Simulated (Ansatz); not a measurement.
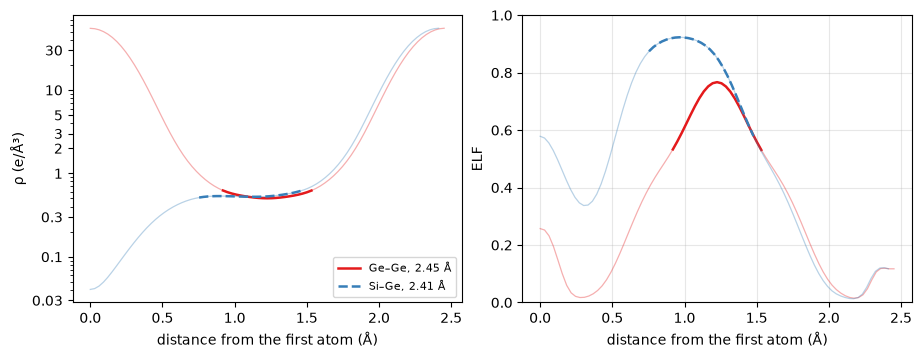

SiGe₇. Valence charge density (pseudo) and electron localisation function along straight lines between neighbouring atoms. Thin, pale parts lie inside the atomic spheres.

Space group P-43m; a generated structure, not necessarily the stable one.

All numbers below come from Ansatz, DFT PBEsol, scalar-relativistic, plane waves, PAW.

Core electrons are frozen (PAW), and the valence fields are smoothed inside the atomic spheres.

> Compare the contacts.

Ge–Ge (2.45 Å): ρ at the midpoint is about 0.5 e/Å³; the ELF peaks at about 0.75 between the atoms (a covalent bond).
Si–Ge (2.41 Å): ρ is about 0.53 e/Å³ halfway; the ELF peaks at about 0.90 between the atoms, as expected for a shared electron pair.
